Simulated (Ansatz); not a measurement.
Run report: CH₇BFNSi, nudged elastic band

- system: CH₇BFNSi, SMILES NC[SiH2]BF
- method: RKS PBE0/def2-SVP (Ansatz 0.2.0)

It belongs to a series of runs on one base structure; here: band between the two ends. Figures and captions count atoms from 1; the log counts them from 0 in places.

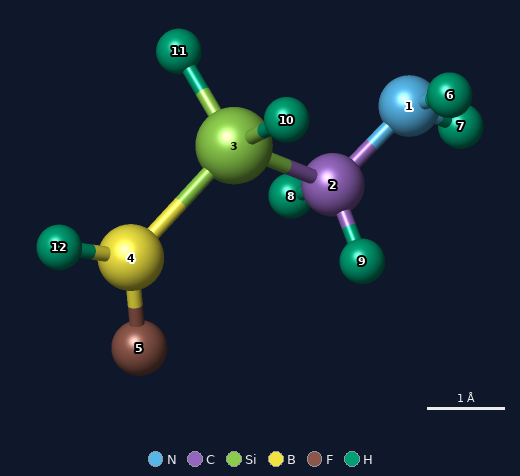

*The structure as given in the input (ball-and-stick view, seen at a tilt; atoms are numbered from 1 in the order of the input).*

Results in brief

| quantity | value |
| --- | --- |
| outcome | converged |
| barrier, forward | 0.196 eV |
| barrier, backward | 0.176 eV |
| hardware | 2 threads of Arm Neoverse V2, 24 GiB of memory available, shared host |
| wall time | 5.8 min (CPU time 11 min) |
| peak memory | 0.24 GiB |

The order of the saddle point was not checked.

The input
```yaml
crystal:
  periodic: [false, false, false]
  atoms:
    - { symbol: "N", position_ang: [0.090389, 1.61174, 1.451749] }
    - { symbol: C, position_ang: [-0.463624, 0.852151, 0.345399] }
    - { symbol: Si, position_ang: [0.495072, -0.76065, 0.066408] }
    - { symbol: B, position_ang: [-0.154735, -1.802017, -1.561122] }
    - { symbol: F, position_ang: [-1.116735, -1.311798, -2.329541] }
    - { symbol: H, position_ang: [1.040531, 1.911486, 1.243003] }
    - { symbol: H, position_ang: [-0.447625, 2.4596, 1.620897] }
    - { symbol: H, position_ang: [-1.498402, 0.553744, 0.591607] }
    - { symbol: H, position_ang: [-0.535875, 1.391529, -0.625172] }
    - { symbol: H, position_ang: [1.948163, -0.438354, -0.148486] }
    - { symbol: H, position_ang: [0.425807, -1.641576, 1.276568] }
    - { symbol: H, position_ang: [0.294133, -2.881154, -1.89721] }
basis:
  gaussian: { orbitals: def2-SVP }
hamiltonian:
  xc: pbe0
neb:
  order_check: false
  images: 5
  f_tol: 0.05
  max_iterations: 60
  initial_path: idpp
  final_atoms:
    - { symbol: "N", position_ang: [-0.07332223, 1.83854459, 1.29621754] }
    - { symbol: C, position_ang: [-0.54735944, 0.93247162, 0.25948199] }
    - { symbol: Si, position_ang: [0.51165586, -0.64359291, 0.00048162] }
    - { symbol: B, position_ang: [-0.16899529, -1.85528181, -1.4945147] }
    - { symbol: F, position_ang: [-0.29241089, -1.34941071, -2.71316658] }
    - { symbol: H, position_ang: [0.87772681, 2.14386171, 1.0985541] }
    - { symbol: H, position_ang: [-0.0356424, 1.36535691, 2.19713836] }
    - { symbol: H, position_ang: [-1.58722254, 0.64035617, 0.4853879] }
    - { symbol: H, position_ang: [-0.6068706, 1.47576901, -0.69929289] }
    - { symbol: H, position_ang: [1.90867182, -0.19861336, -0.33100552] }
    - { symbol: H, position_ang: [0.58960904, -1.38659222, 1.30141974] }
    - { symbol: H, position_ang: [-0.49874115, -3.018168, -1.36660157] }
```

Launch command:
```bash
ansatz run input.yaml --threads 2 --pin off --max-ram 3072MiB --backend cpu --events-out ev --progress --plain --runs-dir out
```

Log
```
Engine: ansatz 0.2.0, aarch64-unknown-linux-gnu
Functional definition: PBE0
  parameter a = 0.25
  parameter kappa = 0.804
  parameter beta = 0.06672455060314922
  exchange = (1 - a)*pbe_x(kappa = kappa, mu = beta*pi^2/3) + a*exact_x
  correlation = pbe_c(beta = beta)
1191 factors; integrals over basis functions are off by at most 3.4e-4 eV
mean field evaluation 1: about -13889.9517 eV, gradient 5.0e1 eV
mean field evaluation 2: about -13885.0696 eV, gradient 6.8e1 eV
mean field evaluation 4: about -13895.3337 eV, gradient 2.3e0 eV
mean field evaluation 8: about -13895.3783 eV, gradient 5.2e-2 eV
mean field evaluation 16: about -13895.3783 eV, gradient 9.6e-6 eV
mean field -13895.37826252 eV, -510.6457325220 hartree, gradient 9.6e-6 eV, S^2 0.000000; 0 other end points of the search recorded, 0 dependent functions left out
the calculation of the forces begins
reference -13895.37829200 eV, -510.6457336053 hartree; 24, 24 occupied and 85, 85 virtual orbitals, 1191 factors
1191 factors; integrals over basis functions are off by at most 7.5e-4 eV
mean field evaluation 32: about -13895.3580 eV, gradient 2.1e-5 eV
mean field -13895.35802234 eV, -510.6449887089 hartree, gradient 2.1e-5 eV, S^2 0.000000; 0 other end points of the search recorded, 0 dependent functions left out
[... from here on the field's lines of each further geometry are left out, up to the last ...]
NEB iter   1: max|band force component| = 1.111e0 eV/Å  barrier→ = 0.2807 eV  barrier← = 0.2605 eV  Δτ_max = 0.0691 Å  (192 SCF iters)
NEB iter   2: max|band force component| = 4.315e-1 eV/Å  barrier→ = 0.2246 eV  barrier← = 0.2044 eV  CI = image 3  Δτ_max = 0.1966 Å  (144 SCF iters)
NEB iter   3: max|band force component| = 1.826e0 eV/Å  barrier→ = 0.3118 eV  barrier← = 0.2916 eV  CI = image 4  Δτ_max = 0.1003 Å  (159 SCF iters)
NEB iter   4: max|band force component| = 1.131e0 eV/Å  barrier→ = 0.2133 eV  barrier← = 0.1930 eV  CI = image 3  Δτ_max = 0.1108 Å  (146 SCF iters)
NEB iter   5: max|band force component| = 1.511e-1 eV/Å  barrier→ = 0.2113 eV  barrier← = 0.1911 eV  CI = image 3  Δτ_max = 0.0248 Å  (150 SCF iters)
NEB iter   6: max|band force component| = 9.357e-2 eV/Å  barrier→ = 0.2093 eV  barrier← = 0.1891 eV  CI = image 3  Δτ_max = 0.0517 Å  (143 SCF iters)
NEB iter   7: max|band force component| = 5.944e-2 eV/Å  barrier→ = 0.2070 eV  barrier← = 0.1868 eV  CI = image 3  Δτ_max = 0.0249 Å  (148 SCF iters)
NEB iter   8: max|band force component| = 6.325e-2 eV/Å  barrier→ = 0.2060 eV  barrier← = 0.1858 eV  CI = image 3  Δτ_max = 0.0125 Å  (144 SCF iters)
NEB iter   9: max|band force component| = 6.160e-2 eV/Å  barrier→ = 0.2055 eV  barrier← = 0.1853 eV  CI = image 3  Δτ_max = 0.0125 Å  (132 SCF iters)
NEB iter  10: max|band force component| = 7.756e-2 eV/Å  barrier→ = 0.2049 eV  barrier← = 0.1847 eV  CI = image 3  Δτ_max = 0.0062 Å  (142 SCF iters)
NEB iter  11: max|band force component| = 5.865e-2 eV/Å  barrier→ = 0.2046 eV  barrier← = 0.1844 eV  CI = image 3  Δτ_max = 0.0062 Å  (118 SCF iters)
NEB iter  12: max|band force component| = 5.742e-2 eV/Å  barrier→ = 0.2044 eV  barrier← = 0.1841 eV  CI = image 3  Δτ_max = 0.0125 Å  (117 SCF iters)
NEB iter  13: max|band force component| = 5.052e-2 eV/Å  barrier→ = 0.2038 eV  barrier← = 0.1836 eV  CI = image 3  Δτ_max = 0.0125 Å  (119 SCF iters)
NEB iter  14: max|band force component| = 4.629e-2 eV/Å  barrier→ = 0.2033 eV  barrier← = 0.1830 eV  CI = image 3  Δτ_max = 0.0249 Å  (129 SCF iters)
NEB iter  15: max|band force component| = 8.059e-2 eV/Å  barrier→ = 0.2022 eV  barrier← = 0.1819 eV  CI = image 3  Δτ_max = 0.0499 Å  (30 SCF iters)
NEB iter  16: max|band force component| = 2.880e-2 eV/Å  barrier→ = 0.2012 eV  barrier← = 0.1809 eV  CI = image 3  Δτ_max = 0.0319 Å  (145 SCF iters)
NEB iter  17: max|band force component| = 9.909e-2 eV/Å  barrier→ = 0.2002 eV  barrier← = 0.1799 eV  CI = image 3  Δτ_max = 0.0667 Å  (28 SCF iters)
NEB iter  18: max|band force component| = 4.472e-2 eV/Å  barrier→ = 0.1993 eV  barrier← = 0.1791 eV  CI = image 3  Δτ_max = 0.0662 Å  (145 SCF iters)
NEB iter  19: max|band force component| = 1.495e-1 eV/Å  barrier→ = 0.2000 eV  barrier← = 0.1798 eV  CI = image 3  Δτ_max = 0.0331 Å  (29 SCF iters)
NEB iter  20: max|band force component| = 5.470e-2 eV/Å  barrier→ = 0.1979 eV  barrier← = 0.1777 eV  CI = image 3  Δτ_max = 0.0331 Å  (148 SCF iters)
NEB iter  21: max|band force component| = 6.417e-2 eV/Å  barrier→ = 0.1974 eV  barrier← = 0.1772 eV  CI = image 3  Δτ_max = 0.0166 Å  (148 SCF iters)
NEB iter  22: max|band force component| = 7.271e-2 eV/Å  barrier→ = 0.1972 eV  barrier← = 0.1770 eV  CI = image 3  Δτ_max = 0.0083 Å  (144 SCF iters)
NEB iter  23: max|band force component| = 7.637e-2 eV/Å  barrier→ = 0.1971 eV  barrier← = 0.1769 eV  CI = image 3  Δτ_max = 0.0041 Å  (121 SCF iters)
NEB iter  24: max|band force component| = 5.927e-2 eV/Å  barrier→ = 0.1971 eV  barrier← = 0.1768 eV  CI = image 3  Δτ_max = 0.0083 Å  (115 SCF iters)
NEB iter  25: max|band force component| = 5.891e-2 eV/Å  barrier→ = 0.1970 eV  barrier← = 0.1768 eV  CI = image 3  Δτ_max = 0.0166 Å  (120 SCF iters)
NEB iter  26: max|band force component| = 6.209e-2 eV/Å  barrier→ = 0.1968 eV  barrier← = 0.1766 eV  CI = image 3  Δτ_max = 0.0331 Å  (138 SCF iters)
NEB iter  27: max|band force component| = 3.364e-2 eV/Å  barrier→ = 0.1967 eV  barrier← = 0.1765 eV  CI = image 3  Δτ_max = 0.0193 Å  (143 SCF iters)
NEB iter  28: max|band force component| = 7.047e-2 eV/Å  barrier→ = 0.1966 eV  barrier← = 0.1763 eV  CI = image 3  Δτ_max = 0.0661 Å  (30 SCF iters)
NEB iter  29: max|band force component| = 2.376e-1 eV/Å  barrier→ = 0.1966 eV  barrier← = 0.1764 eV  CI = image 3  Δτ_max = 0.0332 Å  (141 SCF iters)
NEB iter  30: max|band force component| = 5.886e-2 eV/Å  barrier→ = 0.1967 eV  barrier← = 0.1765 eV  CI = image 3  Δτ_max = 0.0659 Å  (123 SCF iters)
NEB iter  31: max|band force component| = 5.596e-1 eV/Å  barrier→ = 0.1963 eV  barrier← = 0.1761 eV  CI = image 3  Δτ_max = 0.0328 Å  (140 SCF iters)
NEB iter  32: max|band force component| = 3.393e-1 eV/Å  barrier→ = 0.1963 eV  barrier← = 0.1761 eV  CI = image 3  Δτ_max = 0.0658 Å  (129 SCF iters)
NEB iter  33: max|band force component| = 8.930e-2 eV/Å  barrier→ = 0.1963 eV  barrier← = 0.1761 eV  CI = image 3  Δτ_max = 0.0487 Å  (129 SCF iters)
the calculation of the forces begins
reference -13895.36332589 eV, -510.6451836110 hartree; 24, 24 occupied and 85, 85 virtual orbitals, 1191 factors
1191 factors; integrals over basis functions are off by at most 3.4e-4 eV
mean field evaluation 1184: about -13895.1199 eV, gradient 4.1e0 eV
mean field -13895.18196206 eV, -510.6385186131 hartree, gradient 5.8e-6 eV, S^2 0.000000; 1 other end points of the search recorded, 0 dependent functions left out
the calculation of the forces begins
reference -13895.18199069 eV, -510.6385196651 hartree; 24, 24 occupied and 85, 85 virtual orbitals, 1191 factors
NEB iter  34: max|band force component| = 4.557e-2 eV/Å  barrier→ = 0.1963 eV  barrier← = 0.1761 eV  CI = image 3  Δτ_max = 0.0000 Å  (260 SCF iters)
```

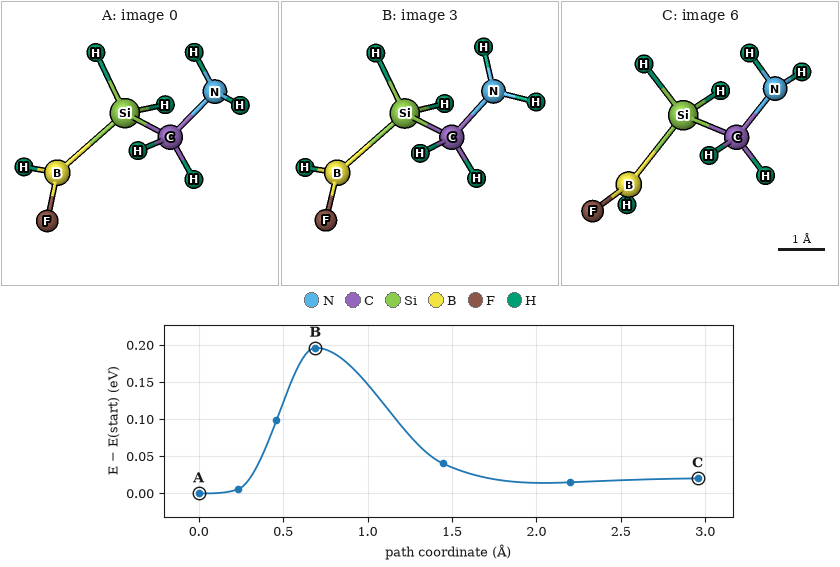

*Images of the last band (counted from 0; ball-and-stick, seen at a tilt) above the energy along the path; the line is a cubic interpolation that uses the forces.*

The highest image is number 3, 0.196 eV above the start and 0.176 eV above the end (the climbing image); the end lies 0.020 eV above the start. The path is 2.95 Å long. The band converged in 34 iterations.

```
Total energy: -13895.18199069 eV, -510.6385196651 hartree
Atom 0 at     0.067344     1.779586     1.231558 Å, force    -0.000472    -0.001509    -0.005492 eV/Å
Atom 1 at    -0.486291     0.912125     0.239739 Å, force     0.000654    -0.000121     0.001047 eV/Å
Atom 2 at     0.494262    -0.702263     0.043220 Å, force     0.000776     0.000639    -0.000430 eV/Å
Atom 3 at    -0.109546    -1.859650    -1.522770 Å, force    -0.001606     0.000411     0.000106 eV/Å
Atom 4 at    -1.034213    -1.420055    -2.363440 Å, force     0.000308    -0.000026     0.000499 eV/Å
Atom 5 at     1.059068     1.814776     1.398833 Å, force    -0.000245     0.000301     0.003260 eV/Å
Atom 6 at    -0.524521     2.283294     1.870248 Å, force     0.001123     0.001569     0.000874 eV/Å
Atom 7 at    -1.508094     0.602547     0.526798 Å, force    -0.000573    -0.001453    -0.000127 eV/Å
Atom 8 at    -0.602089     1.375104    -0.766865 Å, force    -0.000262     0.000285     0.000210 eV/Å
Atom 9 at     1.943535    -0.363154    -0.175121 Å, force    -0.000262    -0.000168     0.000140 eV/Å
Atom 10 at     0.443152    -1.509830     1.306964 Å, force    -0.000110    -0.000179     0.000273 eV/Å
Atom 11 at     0.334491    -2.967779    -1.755065 Å, force     0.000669     0.000249    -0.000360 eV/Å
Dipole moment:    -0.017562     0.101389     0.180331 e Å
this run last wrote the band of iteration 34 to [file]; this run last wrote the band within `neb.f_tol` of iteration 27 to [file]
```

The last band as extended XYZ (Å, eV, eV/Å)
```
12
Properties=species:S:1:pos:R:3:forces:R:3 image=0 energy=-13895.37826
N     0.0904    1.6117    1.4517   -0.0001  -0.0006  -0.0006
C    -0.4636    0.8522    0.3454   -0.0007   0.0028   0.0034
Si    0.4951   -0.7607    0.0664    0.0038  -0.0012   0.0011
B    -0.1547   -1.8020   -1.5611   -0.0023   0.0007  -0.0040
F    -1.1167   -1.3118   -2.3295    0.0039  -0.0027   0.0039
H     1.0405    1.9115    1.2430   -0.0002  -0.0002   0.0001
H    -0.4476    2.4596    1.6209   -0.0008  -0.0003  -0.0003
H    -1.4984    0.5537    0.5916   -0.0005   0.0001  -0.0010
H    -0.5359    1.3915   -0.6252    0.0000   0.0009  -0.0015
H     1.9482   -0.4384   -0.1485   -0.0006  -0.0006  -0.0013
H     0.4258   -1.6416    1.2766   -0.0007  -0.0009  -0.0004
H     0.2941   -2.8812   -1.8972   -0.0018   0.0019   0.0006
12
Properties=species:S:1:pos:R:3:forces:R:3 image=1 energy=-13895.37295
N     0.0817    1.5797    1.4639   -0.0060  -0.0224   0.0409
C    -0.4679    0.8813    0.3166    0.0030  -0.0103   0.0219
Si    0.4903   -0.7312    0.0332    0.0051  -0.0080   0.0009
B    -0.1467   -1.8338   -1.5575   -0.0031   0.0016  -0.0006
F    -1.0777   -1.3705   -2.3784   -0.0039   0.0039  -0.0020
H     1.0321    1.8966    1.2868   -0.0204   0.0217  -0.0267
H    -0.4677    2.3985    1.7142    0.0027   0.0315  -0.0537
H    -1.5086    0.5864    0.5392   -0.0027  -0.0087   0.0015
H    -0.5215    1.4561   -0.6351    0.0209   0.0111   0.0324
H     1.9392   -0.3996   -0.1979    0.0012  -0.0067   0.0002
H     0.4363   -1.5791    1.2668    0.0018  -0.0187  -0.0059
H     0.2876   -2.9398   -1.8176    0.0014   0.0049  -0.0089
12
Properties=species:S:1:pos:R:3:forces:R:3 image=2 energy=-13895.27967
N     0.0783    1.6362    1.3665   -0.0249  -0.3804   0.3388
C    -0.4784    0.9040    0.2643    0.0024  -0.0249   0.0412
Si    0.4893   -0.7115    0.0324    0.0031  -0.0146  -0.0094
B    -0.1286   -1.8458   -1.5426    0.0009  -0.0010  -0.0101
F    -1.0547   -1.3918   -2.3747   -0.0028  -0.0043  -0.0057
H     1.0642    1.8547    1.3469   -0.0377   0.1754  -0.1834
H    -0.4924    2.3350    1.8203    0.0243   0.1884  -0.2067
H    -1.5079    0.6001    0.5249   -0.0185  -0.0284  -0.0357
H    -0.5707    1.4251   -0.7179    0.0646   0.1086   0.0961
H     1.9397   -0.3770   -0.1869   -0.0023  -0.0019  -0.0050
H     0.4326   -1.5292    1.2873   -0.0093  -0.0125  -0.0113
H     0.3056   -2.9552   -1.7865    0.0001  -0.0043  -0.0089
12
Properties=species:S:1:pos:R:3:forces:R:3 image=3 energy=-13895.18196
N     0.0673    1.7796    1.2316   -0.0005  -0.0015  -0.0055
C    -0.4863    0.9121    0.2397    0.0007  -0.0001   0.0010
Si    0.4943   -0.7023    0.0432    0.0008   0.0006  -0.0004
B    -0.1095   -1.8597   -1.5228   -0.0016   0.0004   0.0001
F    -1.0342   -1.4201   -2.3634    0.0003   0.0000   0.0005
H     1.0591    1.8148    1.3988   -0.0002   0.0003   0.0033
H    -0.5245    2.2833    1.8702    0.0011   0.0016   0.0009
H    -1.5081    0.6025    0.5268   -0.0006  -0.0015  -0.0001
H    -0.6021    1.3751   -0.7669   -0.0003   0.0003   0.0002
H     1.9435   -0.3632   -0.1751   -0.0003  -0.0002   0.0001
H     0.4432   -1.5098    1.3070   -0.0001  -0.0002   0.0003
H     0.3345   -2.9678   -1.7551    0.0007   0.0002  -0.0004
12
Properties=species:S:1:pos:R:3:forces:R:3 image=4 energy=-13895.33783
N    -0.0404    1.9514    1.1433    0.0216   0.0586  -0.0425
C    -0.5065    0.9537    0.1896   -0.0195  -0.0129  -0.0004
Si    0.4713   -0.6805    0.0833   -0.0289   0.0293   0.0169
B    -0.0821   -1.8808   -1.4709   -0.0252  -0.0060   0.0088
F    -0.9886   -1.4578   -2.3397    0.0184  -0.0118   0.0079
H     0.9765    1.9909    1.1784   -0.0337   0.0230  -0.0200
H    -0.3580    1.7439    2.0850    0.0279  -0.1110   0.0542
H    -1.5627    0.7189    0.4038   -0.0105   0.0099  -0.0139
H    -0.5261    1.3878   -0.8273    0.0214   0.0148  -0.0108
H     1.9227   -0.3416   -0.1046    0.0409   0.0004  -0.0008
H     0.3945   -1.4534    1.3692   -0.0121   0.0110   0.0061
H     0.3765   -2.9877   -1.6760   -0.0003  -0.0052  -0.0054
12
Properties=species:S:1:pos:R:3:forces:R:3 image=5 energy=-13895.36330
N    -0.1348    1.8980    1.2235    0.0007   0.0008  -0.0040
C    -0.5506    0.9641    0.1839    0.0012   0.0005   0.0026
Si    0.4738   -0.6428    0.0585   -0.0002  -0.0009  -0.0009
B    -0.0660   -1.9166   -1.4424   -0.0043   0.0026   0.0031
F    -0.6332   -1.4309   -2.5367   -0.0042  -0.0009   0.0018
H     0.8327    2.1827    1.0811    0.0019  -0.0020   0.0025
H    -0.1628    1.4509    2.1384   -0.0028   0.0022  -0.0013
H    -1.6126    0.7046    0.3372    0.0009   0.0005   0.0007
H    -0.5267    1.4752   -0.7940   -0.0003  -0.0009  -0.0015
H     1.9125   -0.2663   -0.1722    0.0010  -0.0006   0.0018
H     0.4382   -1.3547    1.3798   -0.0012  -0.0011  -0.0006
H     0.1068   -3.1197   -1.4229    0.0073  -0.0002  -0.0041
12
Properties=species:S:1:pos:R:3:forces:R:3 image=6 energy=-13895.35802
N    -0.1715    1.7991    1.3413   -0.0078  -0.0011  -0.0042
C    -0.5937    0.8980    0.2781    0.0000   0.0019   0.0007
Si    0.5418   -0.6184   -0.0112   -0.0012  -0.0028  -0.0007
B    -0.0687   -1.8228   -1.5419    0.0011   0.0022   0.0032
F    -0.2072   -1.2926   -2.7485   -0.0012  -0.0014  -0.0015
H     0.7652    2.1545    1.1596    0.0089   0.0038  -0.0013
H    -0.1178    1.3055    2.2304   -0.0001  -0.0022   0.0056
H    -1.6199    0.5508    0.4876   -0.0002  -0.0003   0.0006
H    -0.6721    1.4621   -0.6672   -0.0009   0.0001  -0.0011
H     1.9182   -0.0987   -0.3193    0.0004  -0.0004   0.0001
H     0.6458   -1.3897    1.2713   -0.0003  -0.0003   0.0004
H    -0.3430   -3.0031   -1.4460    0.0014   0.0003  -0.0019
```
